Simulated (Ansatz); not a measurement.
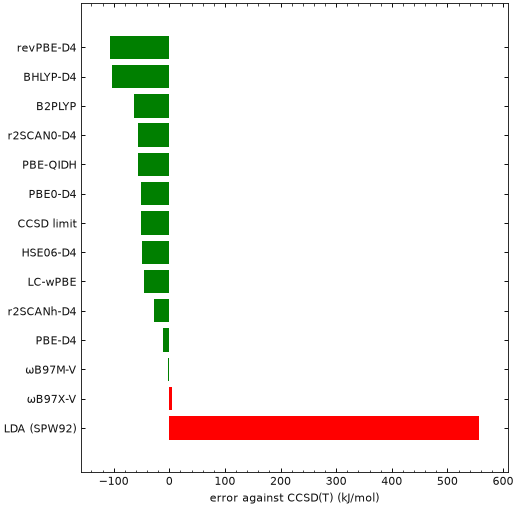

Error in the electronic atomisation energy (method less reference, so positive means overbinding) of C₂H₉AlOSi, SMILES C[CH2][AlH][O][SiH3], singlet: functionals in def2-TZVPP against frozen-core CCSD(T) at the limit (MP2 extrapolated from triple and quadruple zeta, plus CCSD(T) less MP2 in a smaller set), which gives 5022.6 kJ/mol, at a PBE0-D4/def2-TZVP geometry (with a soft imaginary mode, 13i cm⁻¹), no zero-point or spin-orbit term, the Ansatz code. The reference leaves out core correlation, a term that grows with the number of heavy atoms. B2PLYP and PBE-QIDH hold a correlation term that converges slowly with the basis, so part of the distance to the limit is basis error. No dispersion term is added to B2PLYP, PBE-QIDH and LC-wPBE. Limit means the basis limit.

Q: Which of these levels overbind, and which underbind?

A: Overbind: LDA (SPW92). Underbind: revPBE-D4, BHLYP-D4, B2PLYP, r2SCAN0-D4, PBE-QIDH, PBE0-D4, CCSD limit, HSE06-D4, LC-wPBE and r2SCANh-D4. Within 25 kJ/mol of zero, too close to call in view of what the reference leaves out: PBE-D4, ωB97M-V and ωB97X-V.

Q: Give the values.

A:
```csv
level,kJ/mol
revPBE-D4,−105.9
BHLYP-D4,−102.9
B2PLYP,−63.7
r2SCAN0-D4,−56.2
PBE-QIDH,−55.6
PBE0-D4,−50.9
CCSD limit,−50.5
HSE06-D4,−48.7
LC-wPBE,−44.7
r2SCANh-D4,−27.6
PBE-D4,−10.4
ωB97M-V,−1.5
ωB97X-V,4.5
LDA (SPW92),556.1
```

Limits of at least one run: one conformer of a flexible molecule.
